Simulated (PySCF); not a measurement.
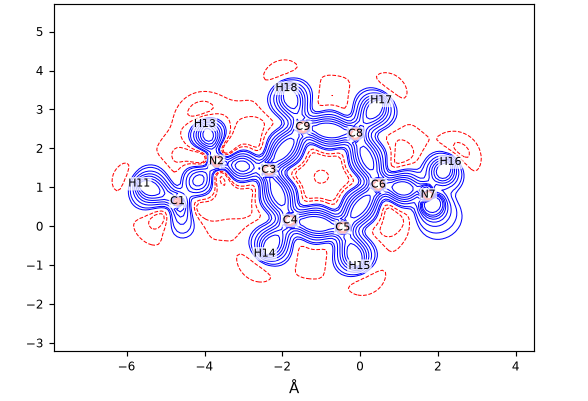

Figure. C$_{7}$H$_{9}$N$_{2}$, doublet, SMILES `CNc1ccc([NH])cc1`. Deformation density (molecule less spherical, spin-averaged free atoms) in a plane through 16 of the atoms; contours at ±0.05 to ±0.8 e/Å³; solid blue lines: gain, dashed red lines: loss.

Level of theory: HF/def2-SVP (PySCF), at a geometry from GFN2-xTB. No frequency check shows the geometry to be a minimum. The stability of the open-shell solution wasn't checked. GFN2-xTB doesn't know the spin state, so this open-shell geometry is rough.

Describe the bonding that the map shows.

Answer. The five largest and four smallest: C8–C9: +0.78 e/Å³ at the bond critical point (bond length 1.36 Å, Mayer order 1.4). C4–C5: +0.78 e/Å³ at the bond critical point (bond length 1.36 Å, Mayer order 1.4). N7–H16: +0.76 e/Å³ at the bond critical point (bond length 1.02 Å, Mayer order 1.0). C5–H15: +0.73 e/Å³ at the bond critical point (bond length 1.08 Å, Mayer order 1.0). N2–H13: +0.73 e/Å³ at the bond critical point (bond length 1.01 Å, Mayer order 1.0). C6–C8: +0.69 e/Å³ at the bond critical point (bond length 1.44 Å, Mayer order 1.1). C6–N7: +0.68 e/Å³ at the bond critical point (bond length 1.30 Å, Mayer order 1.5). N2–C3: +0.47 e/Å³ at the bond critical point (bond length 1.36 Å, Mayer order 1.1). C1–N2: +0.31 e/Å³ at the bond critical point (bond length 1.44 Å, Mayer order 0.9). In all, 4.4 electrons gather in the regions of gain relative to the promolecule.

Where do the Hirshfeld charges lie?

Answer. The highest Hirshfeld charge is on H13 (+0.14 e), the lowest on N7 (−0.23 e).
